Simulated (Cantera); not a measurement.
Input: 1 mol AlCl3, 0.58 mol H2O, 1.3 mol N2, at 16.0 mbar.

Cantera equilibrium calculation (NASA polynomials, part measured and part estimated; ideal gas, pure solids and liquids). Candidate condensed phases: Al, AlCl3, AlN, Al2O3, H2O, NH4Cl; 45 gas species. The tables' values for AlCl2 are old estimates; treat these amounts as uncertain. Rates play no part.

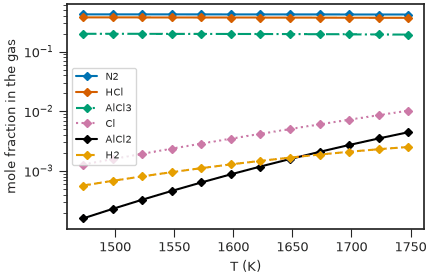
Figure: Equilibrium gas composition (values under 1e-9 drawn at 1e-9)

Read off the mole fractions at 1573 K.

N2 about 0.42, HCl about 0.37, AlCl3 about 0.20, Cl about 0.0029, H2 about 0.0011, AlCl2 about 0.00064.
